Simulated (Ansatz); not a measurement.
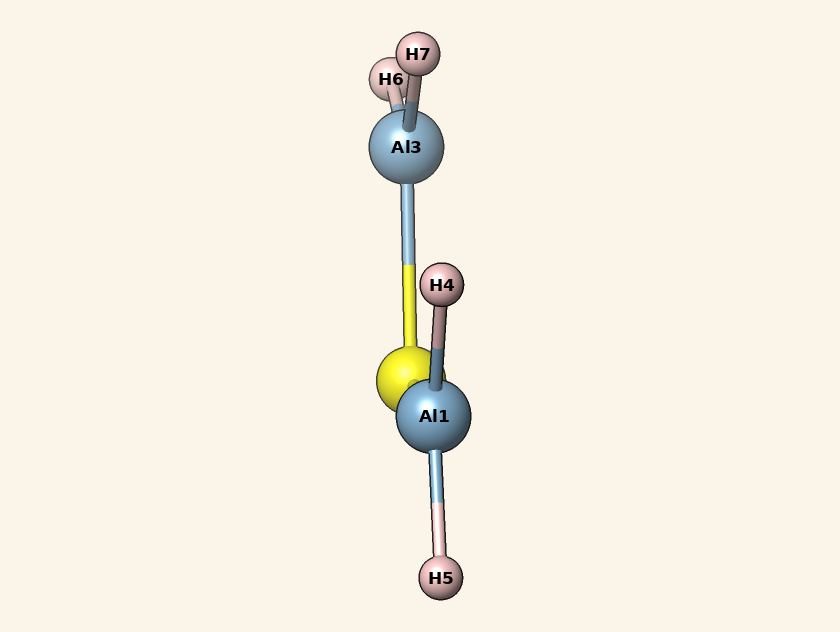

Simulated data, not a measurement (program: Ansatz).

S2 lies behind Al1. The molecule seen nearly along the Al1–S2 bond, Al1 in front. Depth is shown by fading: the farther an atom, the more it takes the colour of the background. State: charge +1, doublet. Geometry: the geometry of the neutral molecule.

Question: What is the torsion angle H4–Al1–S2–Al3? The sign is positive where the front bond must turn clockwise to cover the back bond.

Answer: 0°, synperiplanar (eclipsed).
